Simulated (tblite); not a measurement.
## Geometry relaxation, with input and output: C6H6AlF (part 1 of 2)

- system: C6H6AlF, SMILES F[C]1=CC=CC=[CH][AlH]1
- method: GFN2-xTB geometry optimisation, gas phase (tblite 0.8.0)

It belongs to a series of runs on one base structure; here: B replaced by Al.

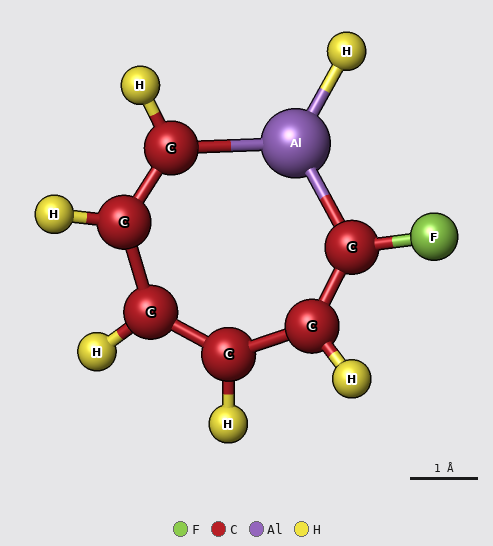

Figure 1. The input geometry (ball-and-stick view, seen on its broad side). Sticks mark near contacts. Bond lengths as drawn: Al–C 1.93 to 1.95 Å, Al–H 1.59 Å, C–C 1.34 to 1.48 Å, C–F 1.34 Å and C–H 1.07 to 1.10 Å.

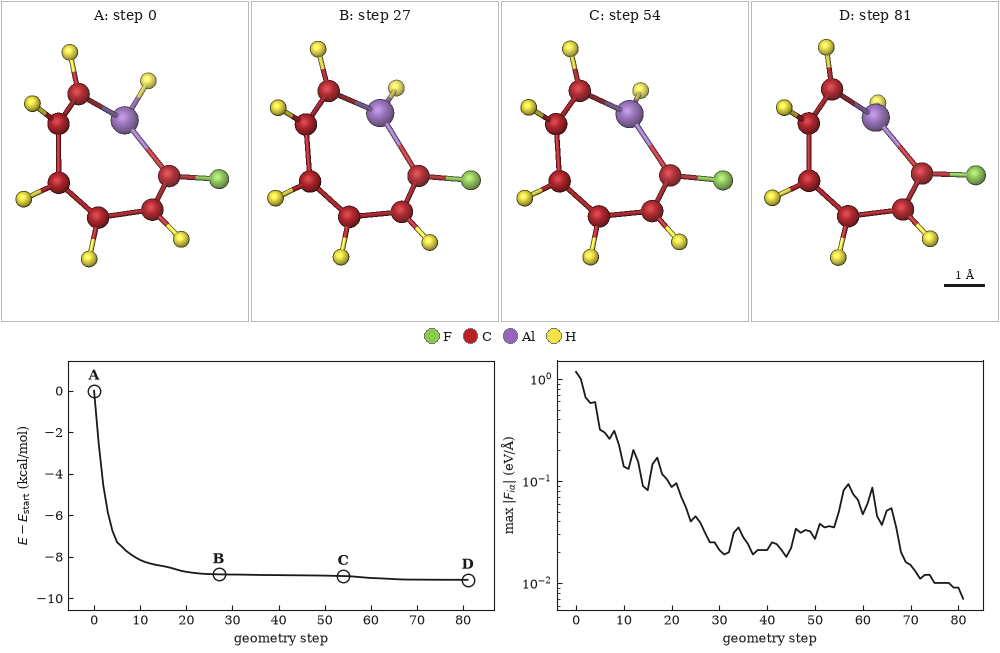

Figure 2. Frames of the relaxation (ball-and-stick view, seen at a tilt) above the curves, on which the letters mark them (steps are counted from 0).

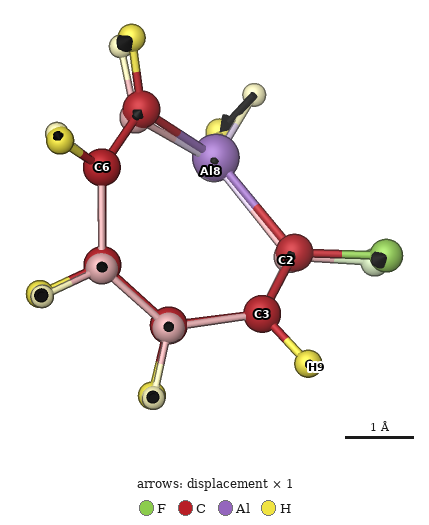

Figure 3. Start (faint) and end (solid) with the displacements as black arrows, at true length (ball-and-stick view, seen at a tilt). The two geometries are laid on each other by the best rigid fit. The atom that moves furthest after the best rigid fit is H14 (0.84 Å). Largest moves by element: H 0.84 Å, F 0.37 Å, C 0.18 Å, Al 0.08 Å. Among the contacts that change: Al8–H14 1.591 → 1.544 Å, C5–C6 1.485 → 1.443 Å, C2–Al8 1.947 → 1.983 Å, F1–C2 1.339 → 1.372 Å. Among the angles that change: Al8–C7–H13 115.6° → 125.8°, C7–Al8–H14 120.6° → 130.7°, F1–C2–Al8 116.6° → 122.8°. The energy falls by 9.11 kcal/mol in 81 geometry steps. The largest force component goes from 1.2 to 0.007 eV/Å. (Atoms are counted from 1 in the order of the input.)

These pictures come from the run below.

Input file
```
{"job": {"kind": "relax", "xc": "GFN2-xTB", "basis": "xTB"}, "charge": 0, "multiplicity": 1}
F     -2.579300     1.658900    -0.575000
C     -1.544100     0.904700    -0.185300
C     -1.613100    -0.430100    -0.280900
C     -0.681000    -1.425800     0.255500
C      0.666100    -1.451400     0.306500
C      1.653500    -0.462800    -0.195100
C      1.590300     0.867000    -0.088400
Al     0.026400     1.851700     0.467100
H     -2.557800    -0.826000    -0.646100
H     -1.168400    -2.344600     0.602800
H      1.109000    -2.372200     0.656100
H      2.609000    -0.874600    -0.499400
H      2.446700     1.462500    -0.342400
H      0.042000     3.442100     0.502300
```

The first line tells a small driver script what to run in tblite; the rest is the geometry in Å.

Command:
```bash
OMP_NUM_THREADS=1 python <driver script> task.json out
```

Log
```
step      E/eV     max force
  0    -587.24716    1.433
  1    -587.35681    1.244
  2    -587.44497    0.748
  3    -587.50211    0.670
  4    -587.54027    0.651
  5    -587.56383    0.365
  6    -587.57250    0.302
  7    -587.58201    0.276
  8    -587.58909    0.337
  9    -587.59536    0.252
 10    -587.60064    0.182
 11    -587.60455    0.154
 12    -587.60752    0.207
 13    -587.60996    0.163
 14    -587.61179    0.117
 15    -587.61347    0.113
 16    -587.61550    0.146
 17    -587.61800    0.170
 18    -587.62090    0.131
 19    -587.62350    0.133
 20    -587.62536    0.107
 21    -587.62677    0.101
 22    -587.62799    0.077
 23    -587.62900    0.078
 24    -587.62968    0.057
 25    -587.63008    0.054
 26    -587.63037    0.049
 27    -587.63063    0.036
 28    -587.63083    0.028
 29    -587.63094    0.026
 30    -587.63102    0.025
 31    -587.63110    0.023
 32    -587.63122    0.029
 33    -587.63139    0.037
 34    -587.63157    0.040
 35    -587.63174    0.033
 36    -587.63190    0.028
 37    -587.63202    0.023
 38    -587.63211    0.023
 39    -587.63218    0.028
 40    -587.63226    0.026
 41    -587.63236    0.027
 42    -587.63247    0.028
 43    -587.63255    0.023
 44    -587.63262    0.019
 45    -587.63270    0.024
 46    -587.63281    0.035
 47    -587.63293    0.032
 48    -587.63302    0.036
 49    -587.63312    0.035
 50    -587.63326    0.033
 51    -587.63347    0.048
 52    -587.63373    0.043
 53    -587.63396    0.049
 54    -587.63417    0.055
 55    -587.63447    0.057
 56    -587.63498    0.091
 57    -587.63580    0.106
 58    -587.63669    0.087
 59    -587.63750    0.069
 60    -587.63814    0.055
 61    -587.63859    0.071
 62    -587.63898    0.091
 63    -587.63946    0.056
 64    -587.63996    0.048
 65    -587.64059    0.074
 66    -587.64097    0.080
 67    -587.64137    0.048
 68    -587.64152    0.021
 69    -587.64159    0.019
 70    -587.64164    0.016
 71    -587.64170    0.014
 72    -587.64176    0.015
 73    -587.64184    0.014
 74    -587.64190    0.017
 75    -587.64193    0.014
 76    -587.64196    0.010
 77    -587.64198    0.011
 78    -587.64200    0.012
 79    -587.64204    0.011
 80    -587.64206    0.010
 81    -587.64208    0.007
```

Trajectory as extended XYZ (Å, eV, eV/Å), 16 of the 82 frames kept, from step=0 to step=81
```
14
Properties=species:S:1:pos:R:3:forces:R:3 step=0 energy=-587.24716
F    -2.5793    1.6589   -0.5750   -0.7880   0.2410  -0.5410
C    -1.5441    0.9047   -0.1853    0.7980  -0.3500   1.0080
C    -1.6131   -0.4301   -0.2809   -0.3280  -0.6890   0.3120
C    -0.6810   -1.4258    0.2555   -0.1600   0.2470  -0.2680
C     0.6661   -1.4514    0.3065    0.3640   0.8860  -0.8210
C     1.6535   -0.4628   -0.1951   -0.1950  -0.9330   0.7770
C     1.5903    0.8670   -0.0884   -0.4830   0.1810   0.7690
Al    0.0264    1.8517    0.4671    0.1800   1.1710  -0.8060
H    -2.5578   -0.8260   -0.6461    0.0690  -0.2950  -0.1280
H    -1.1684   -2.3446    0.6028   -0.0070   0.3970  -0.1480
H     1.1090   -2.3722    0.6561    0.1440  -0.0150   0.0520
H     2.6090   -0.8746   -0.4994   -0.0490  -0.4600  -0.1960
H     2.4467    1.4625   -0.3424    0.5520   0.0430  -0.4320
H     0.0420    3.4421    0.5023   -0.0980  -0.4250   0.4220
14
Properties=species:S:1:pos:R:3:forces:R:3 step=5 energy=-587.56383
F    -2.5914    1.6258   -0.6082   -0.1500   0.0430  -0.0320
C    -1.5518    0.8868   -0.0976   -0.0270   0.0610  -0.0270
C    -1.6433   -0.4450   -0.2424    0.0630  -0.0530  -0.0460
C    -0.6769   -1.4089    0.2306   -0.1380   0.0130   0.0910
C     0.6683   -1.4310    0.2628    0.0800   0.1650   0.1920
C     1.6726   -0.4679   -0.1336   -0.1460   0.0210  -0.1070
C     1.6067    0.8735   -0.0165    0.0920  -0.0570  -0.1010
Al    0.0424    1.9500    0.3432   -0.0400  -0.1860  -0.0980
H    -2.5556   -0.8692   -0.6626    0.1000   0.0190   0.0620
H    -1.1645   -2.3102    0.5816    0.0010  -0.1770  -0.0570
H     1.1096   -2.3460    0.6398    0.0090  -0.1380  -0.0750
H     2.5852   -0.9316   -0.5105   -0.0300  -0.0030   0.0900
H     2.4738    1.4237   -0.3815    0.2780  -0.0270  -0.0450
H     0.0240    3.4495    0.5726   -0.0920   0.3180   0.1540
14
Properties=species:S:1:pos:R:3:forces:R:3 step=11 energy=-587.60455
F    -2.6257    1.6144   -0.6188    0.0900  -0.1200   0.0370
C    -1.5645    0.8966   -0.1028    0.0640   0.0300  -0.0780
C    -1.6374   -0.4428   -0.2329   -0.0310   0.0950   0.0720
C    -0.6851   -1.4117    0.2544   -0.0350   0.0310  -0.0620
C     0.6617   -1.4171    0.2955    0.0320   0.0060  -0.0980
C     1.6579   -0.4604   -0.1325    0.0340   0.0830   0.0890
C     1.6351    0.8888   -0.0485   -0.0260   0.0380  -0.0850
Al    0.0484    1.9760    0.3108    0.0280  -0.1310  -0.0190
H    -2.5409   -0.8777   -0.6541   -0.0190   0.0230   0.0390
H    -1.1605   -2.3410    0.5564   -0.0090   0.0250  -0.0150
H     1.1056   -2.3566    0.6136    0.0070   0.0270   0.0210
H     2.5685   -0.9481   -0.4858   -0.0300   0.0150   0.0740
H     2.5460    1.3910   -0.4000   -0.0530  -0.0970  -0.0230
H    -0.0096    3.4883    0.6227   -0.0540  -0.0240   0.0460
14
Properties=species:S:1:pos:R:3:forces:R:3 step=16 energy=-587.61550
F    -2.6265    1.5948   -0.6206    0.0140   0.0610  -0.0300
C    -1.5474    0.9020   -0.1228   -0.0540  -0.0120   0.0020
C    -1.6387   -0.4368   -0.2180    0.0060  -0.0270  -0.0740
C    -0.6878   -1.4085    0.2488    0.0230  -0.0300   0.0040
C     0.6589   -1.4107    0.2895   -0.0090  -0.0340   0.0510
C     1.6553   -0.4518   -0.1169    0.0360  -0.0220  -0.0610
C     1.6368    0.8984   -0.0796    0.0360  -0.0110   0.0200
Al    0.0570    1.9721    0.3013    0.0000   0.1460  -0.0010
H    -2.5453   -0.8672   -0.6328   -0.0970   0.0130   0.0610
H    -1.1606   -2.3410    0.5405   -0.0120  -0.0150  -0.0080
H     1.1045   -2.3491    0.6076   -0.0020   0.0020   0.0040
H     2.5651   -0.9468   -0.4517    0.0940  -0.0150   0.0520
H     2.5660    1.3641   -0.4203   -0.0150   0.0400  -0.0600
H    -0.0377    3.4801    0.6529   -0.0190  -0.0970   0.0390
14
Properties=species:S:1:pos:R:3:forces:R:3 step=22 energy=-587.62799
F    -2.6174    1.6008   -0.6356   -0.0130   0.0660  -0.0050
C    -1.5339    0.9046   -0.1539    0.0090  -0.0320  -0.0440
C    -1.6458   -0.4358   -0.2234   -0.0110  -0.0330   0.0610
C    -0.6896   -1.4094    0.2328    0.0080   0.0200  -0.0120
C     0.6606   -1.4055    0.2898   -0.0070   0.0150  -0.0010
C     1.6681   -0.4500   -0.1079   -0.0240  -0.0500   0.0460
C     1.6467    0.9033   -0.1181   -0.0100  -0.0470  -0.0400
Al    0.0675    1.9796    0.2760   -0.0240  -0.0700  -0.0230
H    -2.5905   -0.8480   -0.5719    0.0440  -0.0280   0.0060
H    -1.1638   -2.3461    0.5171    0.0520   0.0410  -0.0230
H     1.1043   -2.3451    0.6097   -0.0350   0.0170   0.0020
H     2.5996   -0.9481   -0.3806   -0.0220   0.0070  -0.0030
H     2.5777    1.3520   -0.4751    0.0110   0.0600   0.0020
H    -0.0841    3.4472    0.7191    0.0210   0.0350   0.0350
14
Properties=species:S:1:pos:R:3:forces:R:3 step=27 energy=-587.63063
F    -2.6139    1.6134   -0.6393   -0.0010  -0.0180  -0.0090
C    -1.5325    0.9036   -0.1704   -0.0010   0.0250   0.0080
C    -1.6524   -0.4368   -0.2179   -0.0010   0.0200  -0.0260
C    -0.6886   -1.4047    0.2291   -0.0070   0.0130   0.0160
C     0.6609   -1.4024    0.2914    0.0080   0.0160   0.0000
C     1.6727   -0.4527   -0.1016    0.0090   0.0310  -0.0160
C     1.6463    0.9002   -0.1349   -0.0130   0.0300   0.0030
Al    0.0664    1.9746    0.2680    0.0090  -0.0080  -0.0030
H    -2.5964   -0.8547   -0.5568   -0.0080  -0.0290   0.0040
H    -1.1553   -2.3441    0.5084   -0.0040  -0.0170   0.0030
H     1.0968   -2.3441    0.6123   -0.0030  -0.0080   0.0040
H     2.6057   -0.9509   -0.3650    0.0040  -0.0140   0.0030
H     2.5766    1.3594   -0.4855   -0.0170  -0.0170   0.0040
H    -0.0873    3.4388    0.7400    0.0260  -0.0230   0.0090
```
